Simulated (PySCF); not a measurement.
Vertical excitations of a molecule C3H6OSi from TDA-PBE/def2-SVPD (PySCF), as energy in eV (oscillator strength): 3.11 (0.002), 4.73 (0.054), 5.05 (0.002), 5.23 (0.010), 5.98 (0.003), 6.30 (0.121), 6.40 (0.019), 6.52 (0.001), 6.55 (0.052), 6.72 (0.016). Lowest triplet (TDA): 2.43 eV. Geometry: ωB97X-D3(BJ)/def2-SVP. The values are those of a single conformer.

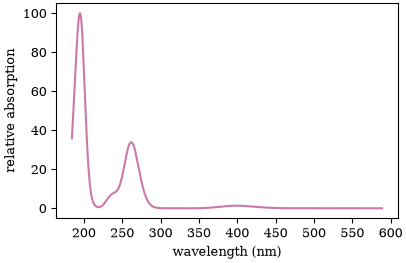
Figure: The lines broadened by 0.4 eV.

Question: Pick the molecule that these values belong to.
A) O=C1CC[SiH2]1
B) C#C[Si@@H](C)O
C) O=C1C[SiH2]C1
D) C#CCO[SiH3]

Answer: A, O=C1CC[SiH2]1
